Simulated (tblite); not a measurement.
## C7H15NOSi: frequency calculation

System: C7H15NOSi.
Method: GFN2-xTB harmonic vibrations, gas phase (tblite 0.8.0).

It belongs to a series of runs on one base structure; here: constitutional isomer.

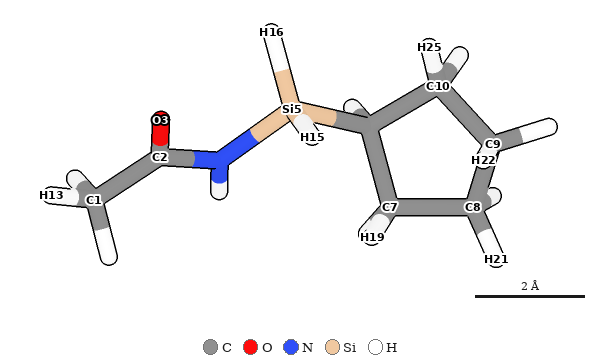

The structure (stick view, seen at a tilt; atoms are numbered from 1 in the order of the input).

**Input file**
```
{"job": {"kind": "ir", "xc": "GFN2-xTB", "basis": "xTB"}, "charge": 0, "multiplicity": 1}
C      4.283321    -0.666317     0.061711
C      3.134501     0.297682     0.222156
O      3.250598     1.506815     0.204701
N      1.908090    -0.232172     0.396582
Si     0.646792     0.974708     0.573733
C     -0.945283    -0.051454     0.757309
C     -1.231812    -0.950188    -0.464744
C     -2.727979    -0.802136    -0.729448
C     -2.987644     0.658020    -0.379487
C     -2.184710     0.854284     0.904374
H      4.408164    -1.241460     0.977493
H      4.081997    -1.355119    -0.756434
H      5.196829    -0.116005    -0.143570
H      1.796305    -1.232260     0.416680
H      0.590927     1.773647    -0.647083
H      0.904424     1.751176     1.784005
H     -0.876480    -0.682949     1.646777
H     -0.947099    -1.986882    -0.284859
H     -0.679170    -0.599037    -1.338920
H     -3.295997    -1.449059    -0.058473
H     -2.998666    -1.047556    -1.755876
H     -2.593792     1.300804    -1.168082
H     -4.046146     0.880427    -0.247620
H     -2.782964     0.540655     1.761685
H     -1.915141     1.898521     1.055218
```

The first line tells a small driver script what to run in tblite; the rest is the geometry in Å.

Machine: 1 CPU thread, shared host.

Launched with:
```bash
OMP_NUM_THREADS=1 python <driver script> task.json out
```

**The program's output**
```
mode    cm-1     km/mol
  1     -19.8      0.42
  2      41.2      2.35
  3      65.8      7.07
  4      73.9      6.29
  5      87.9      1.85
  6     124.0      9.08
  7     135.8      6.58
  8     224.7      0.34
  9     272.8      0.09
 10     289.8      4.77
 11     380.6     14.75
 12     489.6    132.77
 13     508.2     31.41
 14     543.6     28.20
 15     566.5      4.23
 16     577.0      9.39
 17     604.4     22.69
 18     642.8      2.02
 19     705.0     33.44
 20     741.8    271.54
 21     764.9    169.44
 22     823.2     87.28
 23     857.8      1.30
 24     876.7      0.20
 25     939.8      4.61
 26     957.7     10.42
 27     978.8      2.68
 28     988.7     10.55
 29     995.3      9.15
 30     999.0      5.63
 31    1003.4     25.50
 32    1062.9      4.27
 33    1089.3      9.29
 34    1106.3      4.08
 35    1132.1      5.02
 36    1166.1      0.28
 37    1181.9      1.71
 38    1215.9      1.30
 39    1231.6      1.43
 40    1251.1     10.18
 41    1279.2      2.79
 42    1302.2      0.59
 43    1318.3      0.96
 44    1323.4      0.78
 45    1327.2      3.73
 46    1365.7     77.48
 47    1386.7    597.89
 48    1456.6      8.00
 49    1466.3      9.04
 50    1486.9      0.24
 51    1490.1      0.07
 52    1502.2      0.02
 53    1511.9      0.16
 54    1715.7    394.22
 55    2286.5    378.22
 56    2298.0    128.22
 57    2937.5     28.51
 58    2955.8     19.67
 59    2968.9     27.53
 60    2976.7      2.97
 61    2989.7     65.49
 62    2994.6    131.71
 63    2998.9     25.32
 64    3003.8    107.38
 65    3007.0     54.86
 66    3019.5     14.89
 67    3024.5      9.28
 68    3062.9      9.01
 69    3473.4      2.03
```

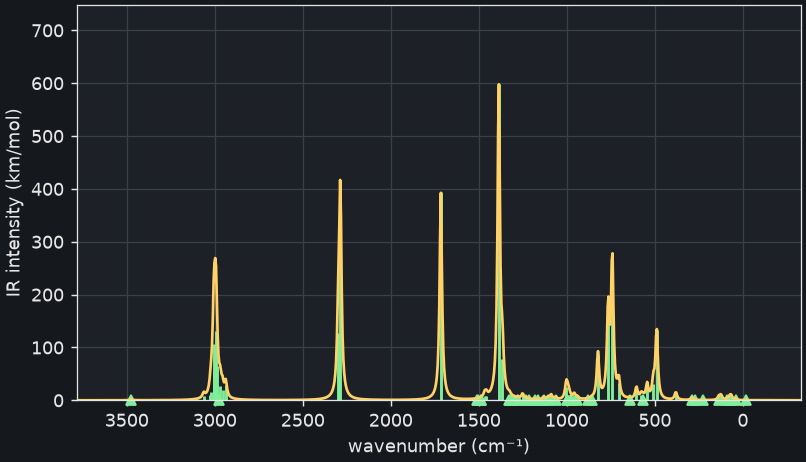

Harmonic infrared spectrum, unscaled: sticks (degenerate modes added up, dark ones marked on the axis) with a Lorentzian envelope of 16 cm⁻¹ full width, scaled to the tallest stick; imaginary modes are drawn at negative wavenumbers. 69 modes from 20i to 3473 cm⁻¹, 1 imaginary beyond 8i (20i cm⁻¹): not a clean minimum; so soft a mode can be a shallow saddle, an incomplete relaxation or noise of the force constants. The strongest line is at 1387 cm⁻¹ (598 km/mol).

**Key numbers**

- outcome: converged
- total energy: −854.6616 eV
- zero-point energy: 130.9890 kcal/mol
- wall time: 2.4 s
- peak memory: 0.18 GiB
